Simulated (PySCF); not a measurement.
# ClH5SeSi, SMILES `[SiH3]Cl.[SeH2]`: electronic structure

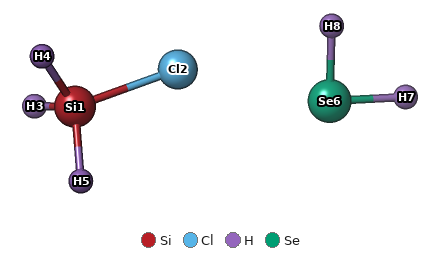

The molecule, with its atoms numbered as below. The pair's geometry is semi-empirical, so its contact may be too short or too long.

Geometry (Å), atoms numbered from 1:

```
Si1     -2.9505   -0.2627   -0.0006
Cl2     -1.0676    0.4614    0.0008
H3      -3.2550   -0.7085   -1.3549
H4      -3.8247    0.8302    0.4085
H5      -3.0095   -1.3710    0.9448
Se6      1.8950   -0.1231    0.0002
H7       3.3360   -0.0382   -0.0026
H8       1.7797    1.3086   -0.0090
```

### 1. Bonding charge

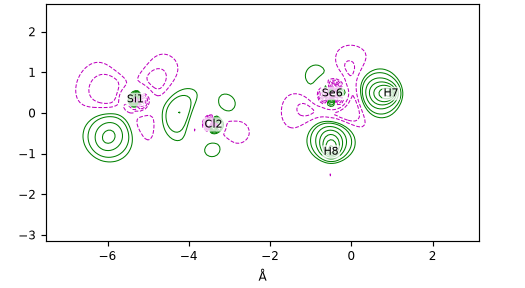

Deformation density (molecule less spherical, spin-averaged free atoms) in the plane of Si1, Cl2, Se6, H7 and H8; contours at ±0.05 to ±0.8 e/Å³; solid green lines: gain, dashed magenta lines: loss.

Level of theory: BP86/def2-TZVP (PySCF), at a geometry from GFN2-xTB.

> How much density has each bond in this plane gained at its critical point, relative to the free atoms?

Se6–H8: +0.31 e/Å³ at the bond critical point (bond length 1.44 Å, Mayer order 1.0). Se6–H7: +0.30 e/Å³ at the bond critical point (bond length 1.44 Å, Mayer order 1.0). Si1–Cl2: +0.06 e/Å³ at the bond critical point (bond length 2.02 Å, Mayer order 1.2); up to 0.6 Å beside the axis the gain reaches +0.20 e/Å³. In all, 1.7 electrons gather in the regions of gain relative to the promolecule. A small or negative value marks a very polar bond, one between electron-rich atoms, whose free-atom densities already overlap strongly, a long bond to a heavier atom, or a closed-shell contact such as a hydrogen bond.

> Where do the Hirshfeld charges lie?

The highest Hirshfeld charge is on Si1 (+0.32 e), the lowest on Cl2 (−0.08 e).

| atom | charge (e) |
| --- | --- |
| Si1 | +0.32 |
| Cl2 | −0.08 |
| H3 | −0.07 |
| H4 | −0.07 |
| H5 | −0.07 |
| Se6 | −0.08 |
| H7 | +0.01 |
| H8 | +0.02 |

### 2. Bond critical points

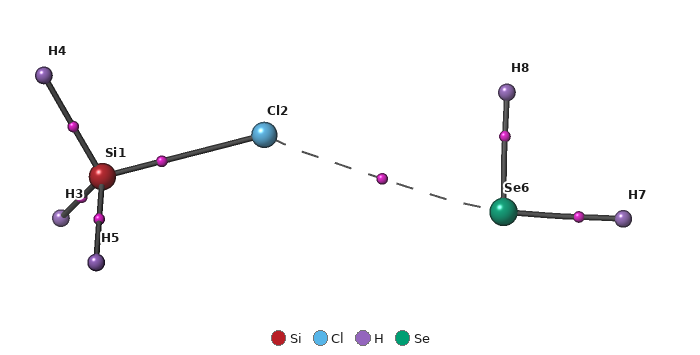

Molecular graph of the electron density (QTAIM): bond paths, bond critical points (magenta), ring points (cyan, if any); weak paths are dashed.

> How many critical points of each kind are there, and does the count close?

8 nuclei, 7 bond, 0 ring and 0 cage critical points: 8 − 7 + 0 − 0 = 1, as the Poincaré–Hopf relation requires.

> What does the calculation give at each kind of bond critical point?

| bond | length (Å) | ρ (a.u.) | ∇²ρ (a.u.) | ε | H (a.u.) |
| --- | --- | --- | --- | --- | --- |
| Se6–H8 | 1.436 | 0.185 | −0.33 | 0.11 | −0.158 |
| Se6–H7 | 1.444 | 0.182 | −0.32 | 0.11 | −0.154 |
| Si1–H5 | 1.458 | 0.128 | +0.17 | 0.01 | −0.081 |
| Si1–H3 | 1.458 | 0.127 | +0.17 | 0.01 | −0.081 |
| Si1–H4 | 1.458 | 0.127 | +0.17 | 0.01 | −0.081 |
| Si1–Cl2 | 2.017 | 0.104 | +0.26 | 0.00 | −0.053 |
| Cl2–Se6 | 3.020 | 0.018 | +0.06 | 0.12 | +0.002 |

> What kind of interaction is Cl2–Se6?

Closed-shell (ionic, hydrogen-bonded or van der Waals): ρ = 0.018, ∇²ρ = +0.06, H = +0.002 a.u.

> Are there bond paths between atoms that aren't covalently bonded?

Yes: Cl2–Se6 (3.02 Å, ρ = 0.018).

### 3. Local ionisation energy

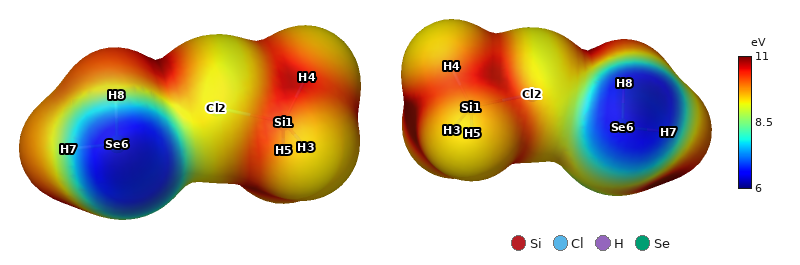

Average local ionisation energy on the surface of electron density 0.001 a.u. (back view left, front view right).

> Where are the most loosely bound electrons on this surface?

The lowest value is 6.2 eV, 2.4 Å from Se6, and at like points elsewhere. Further minima include 9.1 eV, 2.1 Å from Cl2; 9.3 eV, 1.5 Å from H4. For comparison, the highest occupied orbital lies at −5.8 eV.

> What volume does the surface enclose, and what is the dipole moment?

About 134 Å³; the dipole moment is 1.0 D.
